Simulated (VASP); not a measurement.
Band structure of YTe (relaxed from the wurtzite structure, space group P6_3mc). Method: PBEsol GGA, VASP's PBE PAW potentials (set 64) (plane waves; VASP 6.6.1).

Unless said otherwise, spin-orbit coupling is left out, though it shifts the bands of the heavy elements here.

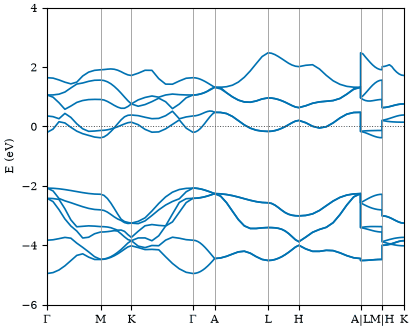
*Bands along high-symmetry lines, zero at the valence-band maximum or, without a gap, the Fermi level*

Question: Read the plot: is there a gap, and where are the band edges?

Answer: It has no gap at this level: it comes out as a metal or semimetal. (Edges off the drawn lines would not show.)

The structure was generated: YTe was put into the wurtzite type (P6_3mc), which need not be its known phase. It was relaxed first, which changed the volume by -33 %.
